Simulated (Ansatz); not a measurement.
# Calculations on SiNH4F and related structures

Part 1: Relaxation

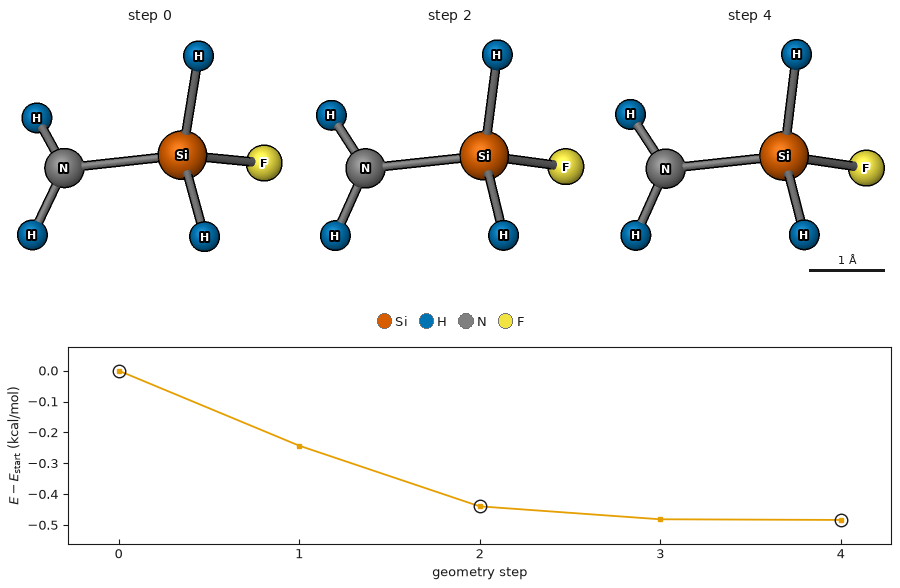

Frames of a relaxation of SiNH4F, marked on the history of the run. Style: ball-and-stick. Shown at a tilt.

It is one of the separated products of a reaction.

Method: Ansatz, RKS PBE0-D4/def2-TZVP. (force threshold 0.005 eV/Å; at most 200 steps)

Question: Describe the path.

Answer: The atom that moves furthest after the best rigid fit is an H atom (0.17 Å). By element the largest moves are H 0.17 Å, F 0.08 Å, Si 0.03 Å, N 0.02 Å. Near-neighbour distances that change, for instance: F–Si 1.620 → 1.605 Å, N–Si 1.690 → 1.696 Å. Among the angles between lasting bonds that change: Si–N–H 118.8° → 122.0°, H–Si–N 111.0° → 108.4°. After 4 geometry steps the energy has fallen by 0.48 kcal/mol. Largest force component: 0.57 eV/Å at the start, 0.0047 eV/Å at the end. The run took 5 s on 4 threads of Arm Neoverse V2, on a shared host. From step 0 to 2: an H atom moves most (0.13 Å), energy −0.44 kcal/mol. From step 2 to 4: an H atom moves most (0.04 Å), energy −0.04 kcal/mol.

| step | E − E(0), kcal/mol | largest force component, eV/Å |
| --- | --- | --- |
| 0 | 0.00 | 0.5736 |
| 1 | -0.24 | 0.3509 |
| 2 | -0.44 | 0.1824 |
| 3 | -0.48 | 0.0181 |
| 4 | -0.48 | 0.0047 |

Part 2: Relaxation

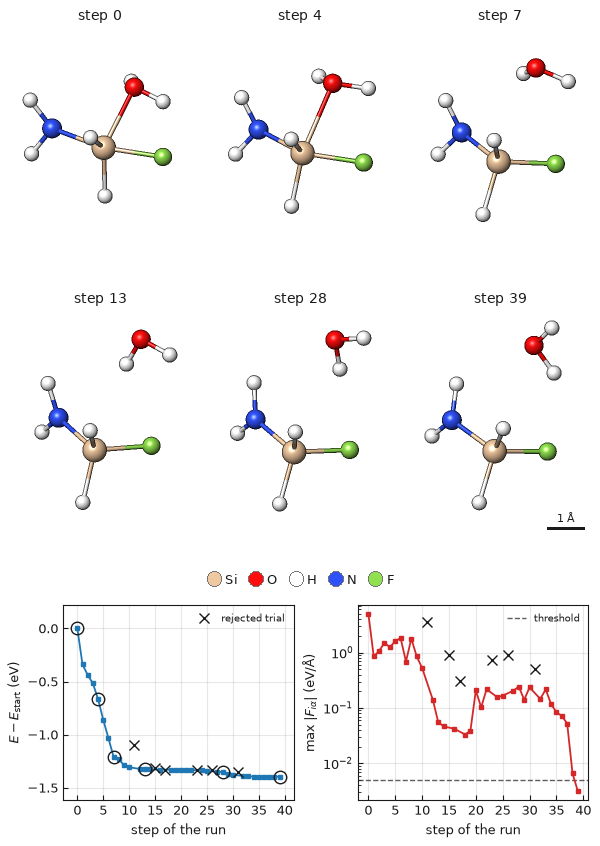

Frames of a relaxation of SiNH$_{6}$OF (started from a transition state, displaced along its imaginary mode), marked on the history of the run. Style: ball-and-stick. Shown at a tilt.

The calculation used RKS PBE0-D4/def2-TZVP in Ansatz 0.2.0.

Input
```yaml
crystal:
  periodic: [false, false, false]
  atoms:
    - {symbol: Si, position_ang: [-0.629895, -0.126691, -0.209626]}
    - {symbol: O, position_ang: [0.780610, -0.951291, 0.827060]}
    - {symbol: H, position_ang: [-0.789669, -0.028626, -1.679255]}
    - {symbol: H, position_ang: [-1.690183, 0.044460, 0.805341]}
    - {symbol: N, position_ang: [0.323090, 1.383028, -0.127711]}
    - {symbol: H, position_ang: [0.515316, -1.736538, 0.490625]}
    - {symbol: F, position_ang: [-0.931364, -1.776164, -0.388189]}
    - {symbol: H, position_ang: [1.657013, -0.752136, 0.466147]}
    - {symbol: H, position_ang: [0.284309, 2.025594, -0.902541]}
    - {symbol: H, position_ang: [0.480774, 1.918363, 0.718048]}
basis:
  gaussian: {orbitals: def2-TZVP}
hamiltonian: {xc: pbe0, dispersion: d4}
relax: {f_tol: 0.005, max_steps: 200}
```

Command:
```bash
ansatz run in.yaml --threads 4 --pin off --events-out ev --progress --plain --max-ram 9574MiB
```

What happens along the run?

Over 33 accepted moves (39 points after the start) the energy falls by 1.395 eV. Largest force component: 5 eV/Å at the start, 0.0031 eV/Å at the end. The line search rejected the trial steps at points 11, 15, 17, 23, 26, 31 of the run. The atom that moves furthest after the best rigid fit is H6 (1.61 Å). Largest moves by element: H 1.61 Å, F 1.15 Å, O 0.73 Å, Si 0.62 Å, N 0.28 Å. Near-neighbour distances that change, for instance: Si1–H6 2.096 → 3.736 Å, Si1–O2 1.935 → 3.213 Å, Si1–N5 1.787 → 1.690 Å, Si1–F7 1.686 → 1.620 Å. Bonds break, among them: Si1–O2 (1.93 → 3.21 Å). Bond angles that change, for instance: N5–Si1–F7 157.9° → 113.9°, H3–Si1–F7 86.6° → 106.0°, H3–Si1–N5 92.7° → 108.4°. The run took 63 s on 4 threads of Arm Neoverse V2 (shared host). From step 0 to 4: H3 moves most (0.60 Å), energy −0.666 eV. From step 4 to 7: H3 moves most (0.46 Å), energy −0.544 eV. From step 7 to 13: O2 moves most (0.50 Å), energy −0.118 eV. From step 13 to 28: H6 moves most (0.49 Å), energy −0.026 eV. From step 28 to 39: H8 moves most (0.52 Å), energy −0.042 eV.

```json
{"step": "0", "E − E(0), eV": "0.0000", "largest force component, eV/Å": "5.0497", "note": ""}
{"step": "1", "E − E(0), eV": "-0.3389", "largest force component, eV/Å": "0.8555", "note": ""}
{"step": "2", "E − E(0), eV": "-0.4379", "largest force component, eV/Å": "1.0652", "note": ""}
{"step": "3", "E − E(0), eV": "-0.5169", "largest force component, eV/Å": "1.4999", "note": ""}
{"step": "4", "E − E(0), eV": "-0.6656", "largest force component, eV/Å": "1.2487", "note": ""}
{"step": "5", "E − E(0), eV": "-0.8601", "largest force component, eV/Å": "1.6070", "note": ""}
{"step": "6", "E − E(0), eV": "-1.0336", "largest force component, eV/Å": "1.8308", "note": ""}
{"step": "7", "E − E(0), eV": "-1.2092", "largest force component, eV/Å": "0.6876", "note": ""}
{"step": "8", "E − E(0), eV": "-1.2282", "largest force component, eV/Å": "1.7900", "note": ""}
{"step": "9", "E − E(0), eV": "-1.2894", "largest force component, eV/Å": "0.8495", "note": ""}
{"step": "10", "E − E(0), eV": "-1.3056", "largest force component, eV/Å": "0.5303", "note": ""}
{"step": "12", "E − E(0), eV": "-1.3223", "largest force component, eV/Å": "0.1407", "note": ""}
{"step": "13", "E − E(0), eV": "-1.3268", "largest force component, eV/Å": "0.0556", "note": ""}
{"step": "15", "E − E(0), eV": "-1.3136", "largest force component, eV/Å": "0.8867", "note": "rejected"}
{"step": "16", "E − E(0), eV": "-1.3285", "largest force component, eV/Å": "0.0421", "note": ""}
{"step": "18", "E − E(0), eV": "-1.3295", "largest force component, eV/Å": "0.0331", "note": ""}
{"step": "19", "E − E(0), eV": "-1.3302", "largest force component, eV/Å": "0.0389", "note": ""}
{"step": "21", "E − E(0), eV": "-1.3314", "largest force component, eV/Å": "0.1025", "note": ""}
{"step": "22", "E − E(0), eV": "-1.3326", "largest force component, eV/Å": "0.2177", "note": ""}
{"step": "24", "E − E(0), eV": "-1.3345", "largest force component, eV/Å": "0.1563", "note": ""}
{"step": "25", "E − E(0), eV": "-1.3416", "largest force component, eV/Å": "0.1666", "note": ""}
{"step": "27", "E − E(0), eV": "-1.3469", "largest force component, eV/Å": "0.2055", "note": ""}
{"step": "28", "E − E(0), eV": "-1.3530", "largest force component, eV/Å": "0.2428", "note": ""}
{"step": "30", "E − E(0), eV": "-1.3783", "largest force component, eV/Å": "0.2349", "note": ""}
{"step": "31", "E − E(0), eV": "-1.3511", "largest force component, eV/Å": "0.5122", "note": "rejected"}
{"step": "33", "E − E(0), eV": "-1.3919", "largest force component, eV/Å": "0.2157", "note": ""}
{"step": "34", "E − E(0), eV": "-1.3935", "largest force component, eV/Å": "0.1182", "note": ""}
{"step": "36", "E − E(0), eV": "-1.3943", "largest force component, eV/Å": "0.0719", "note": ""}
{"step": "37", "E − E(0), eV": "-1.3944", "largest force component, eV/Å": "0.0523", "note": ""}
{"step": "39", "E − E(0), eV": "-1.3945", "largest force component, eV/Å": "0.0031", "note": ""}
```

Part 3: Reaction

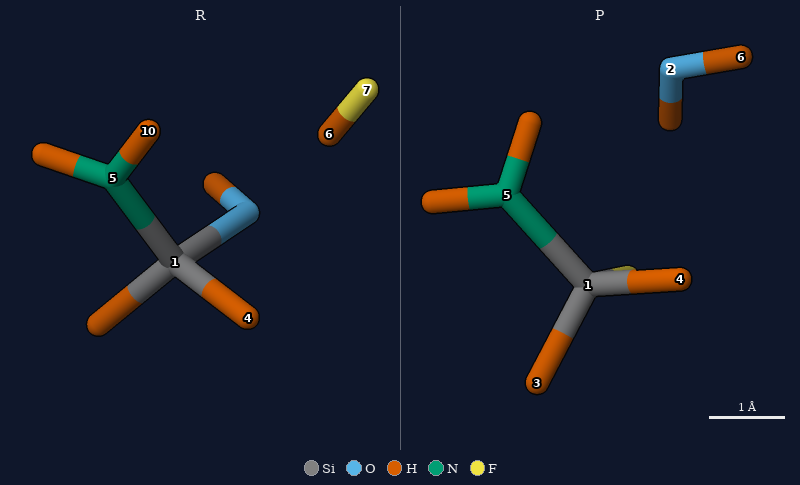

Reactant (R) and product (P) of one elementary step of SiNH₆OF. The picture is a stick view, seen at a tilt.

Stationary points at PBE0-D4/def2-TZVP, single-point energies with B2PLYP, PBE-D4, BHLYP-D4 (def2-TZVPP where no basis is named; Ansatz 0.2.0). The energies are electronic, without zero-point or thermal terms, and both ends are the minima reached downhill from the saddle, with any fragments still in contact.

R:
```xyz
10

Si   -0.5610    0.1735   -0.6804
O     0.2599   -1.2664   -0.4260
H    -0.5258    0.4654   -2.1339
H    -1.9019   -0.1433   -0.1537
N     0.0720    1.5358    0.1082
H     0.3540   -1.5802    1.2069
F     0.3732   -1.5778    2.1506
H     1.1096   -1.3673   -0.8606
H     0.7471    2.1435   -0.3232
H     0.0729    1.6167    1.1121
```

P:
```xyz
10

Si   -0.9860    0.1435   -0.6514
O     1.3390   -0.9412    1.2833
H    -1.8337    0.6090   -1.7724
H    -1.7665   -0.2865    0.5279
N     0.0900    1.3818   -0.2465
H     1.0617   -1.5319    1.9869
F    -0.2646   -1.2109   -1.1696
H     1.1872   -1.4280    0.4665
H     0.4307    2.0322   -0.9339
H     0.7422    1.2320    0.5091
```

**Predict the saddle point between them and the barrier.**

Counted by bonded pieces, R holds HF + SiH₅NO and P holds H₂O + SiH₄NF. From R over the saddle to P, bonds form: Si1–F7 (3.46 → 1.97 → 1.62 Å), O2–H6 (1.67 → 1.10 → 0.96 Å). Bonds break: Si1–O2 (1.68 → 1.83 → 3.21 Å), H6–F7 (0.94 → 1.27 → 3.44 Å). The saddle has one imaginary mode, 574i cm⁻¹. With B2PLYP the barrier is 108.4 kJ/mol from R and 142.2 kJ/mol from P, and P lies 33.8 kJ/mol below R.

```csv
level,barrier from R (kJ/mol),barrier from P (kJ/mol),P less R (kJ/mol)
B2PLYP,108.4,142.2,−33.8
PBE-D4,86.1,116.0,−29.8
BHLYP-D4,119.2,155.0,−35.8
```

Saddle geometry:

```xyz
10

Si   -0.5385   -0.0340   -0.1596
O     0.7608   -0.9281    0.7686
H    -0.7593   -0.0729   -1.6222
H    -1.6730    0.0285    0.7801
N     0.3373    1.4665   -0.1176
H     0.2584   -1.8205    0.3605
F    -0.8155   -1.9846   -0.2882
H     1.6499   -0.7197    0.4634
H     0.2845    2.0773   -0.9157
H     0.4955    1.9875    0.7306
```

The saddle point in the same view, with dashed sticks for the bonds that form or break:

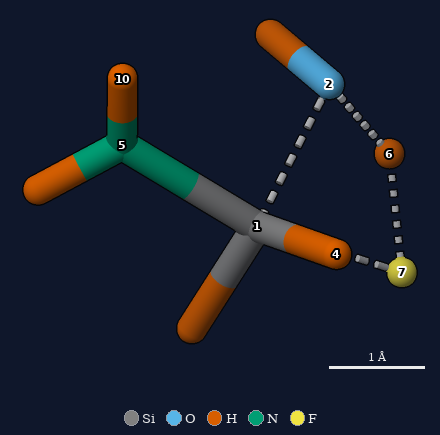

Part 4: Reaction

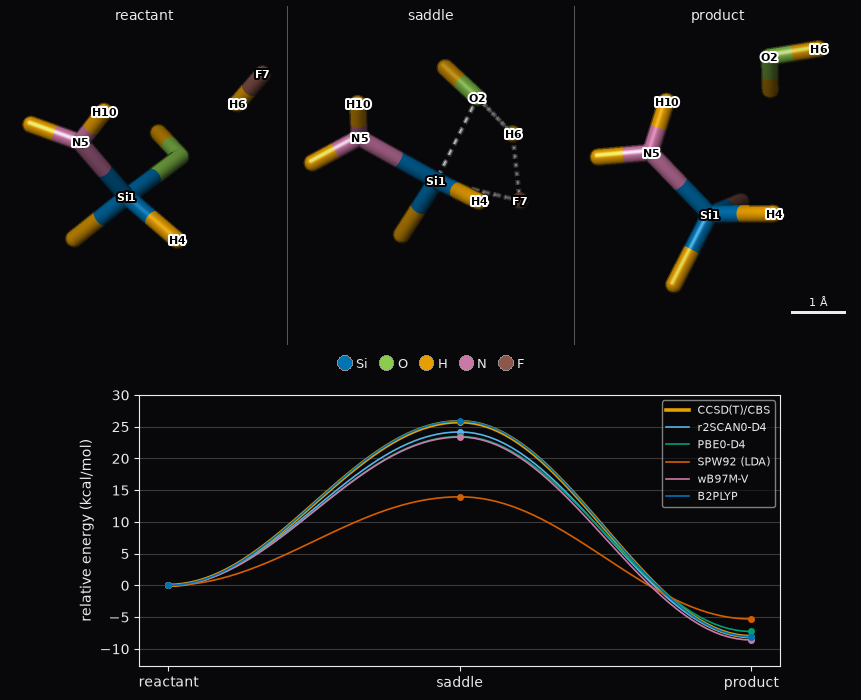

A reaction step of SiNH6OF, with its energy diagram. Style: stick. Shown at a tilt. Dashed sticks mark bonds that form or break.

Stationary points at PBE0-D4/def2-TZVP, single-point energies with CCSD(T)/CBS, r2SCAN0-D4, PBE0-D4, SPW92 (LDA), wB97M-V, B2PLYP (def2-TZVPP where no basis is named; Ansatz 0.2.0). The energies are electronic, without zero-point or thermal terms, and both ends are the minima reached downhill from the saddle, with any fragments still in contact. CCSD(T)/CBS stands for a frozen-core estimate: MP2 correlation extrapolated from def2-TZVPP and def2-QZVPP, CCSD(T) minus MP2 from the smaller set.

### What happens, and what does it cost?

Counted by bonded pieces, the reactant holds HF + SiH₅NO and the product holds H₂O + SiH₄NF. From the reactant over the saddle to the product, bonds form: F–Si (3.46 → 1.97 → 1.62 Å), H–O (1.67 → 1.10 → 0.96 Å). Bonds break: O–Si (1.68 → 1.83 → 3.21 Å), F–H (0.94 → 1.27 → 3.44 Å). The saddle has one imaginary mode, 574i cm⁻¹. With CCSD(T)/CBS the barrier is 25.8 kcal/mol from the reactant and 33.9 kcal/mol from the product, and the product lies 8.1 kcal/mol below the reactant.

| level | barrier from the reactant (kcal/mol) | barrier from the product (kcal/mol) | the product less the reactant (kcal/mol) |
| --- | --- | --- | --- |
| CCSD(T)/CBS | 25.8 | 33.9 | −8.1 |
| r2SCAN0-D4 | 24.2 | 32.3 | −8.1 |
| PBE0-D4 | 23.5 | 30.7 | −7.3 |
| SPW92 (LDA) | 14.0 | 19.3 | −5.3 |
| wB97M-V | 23.4 | 32.0 | −8.6 |
| B2PLYP | 25.9 | 34.0 | −8.1 |

Against CCSD(T)/CBS, B2PLYP comes closest on the barrier from the reactant (+0.1 kcal/mol) and SPW92 (LDA) misses most (−11.8 kcal/mol).

Part 5: Path

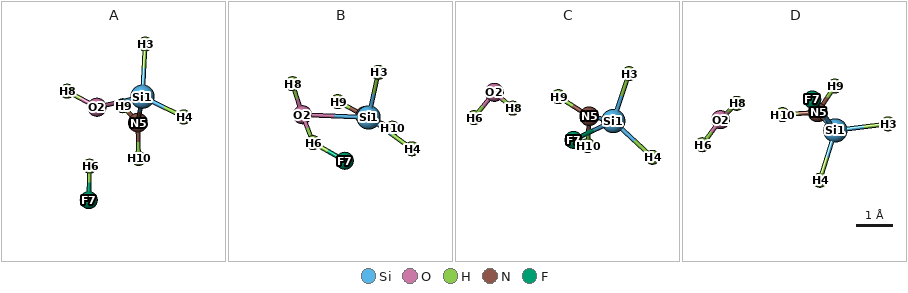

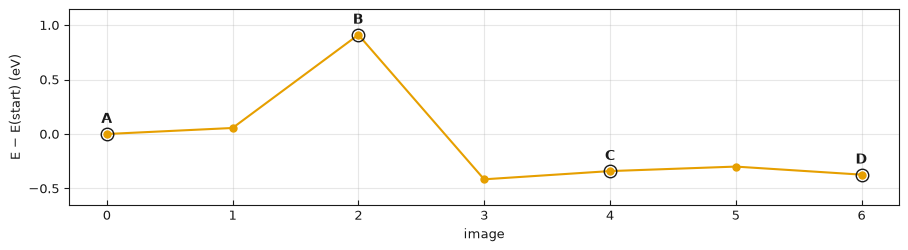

A nudged-elastic-band calculation for SiNH₆OF. Images are numbered from 0 (start) to 6 (end). Frames A to D are images 0, 2, 4, 6. The picture is a ball-and-stick view, seen from a free direction.

Computed with RKS PBE0-D4/def2-SVP in Ansatz 0.2.0. Settings: 5 movable images; climbing image.

**Read off the barrier and say what moves.**

The path has more than one stage, and so few images may leave a stage unresolved. Breaking: H6–F7 (0.94 → 1.10 at the top → 3.44 Å), Si1–O2 (1.68 → 1.86 at the top → 3.21 Å). Forming: O2–H6 (1.67 → 1.24 at the top → 0.96 Å), Si1–F7 (3.46 → 2.06 at the top → 1.62 Å). Relative to the start the highest point is image 2 at +0.91 eV and the end lies at −0.37 eV, but the profile dips to −0.42 eV at image 3 on the way, so the process runs in steps. The band converged in 25 iterations. The largest component of the band force went from 6.2 to 0.044 eV/Å. The climbing image converged on the top of the path. Its curvatures weren't checked. The largest force component is 0.53 eV/Å at the start and 0.78 eV/Å at the end; an end with forces this large is no minimum, and the barrier measured from it can be far off.

The run took 2.3 min on 4 threads of Arm Neoverse V2, with other jobs on the host.
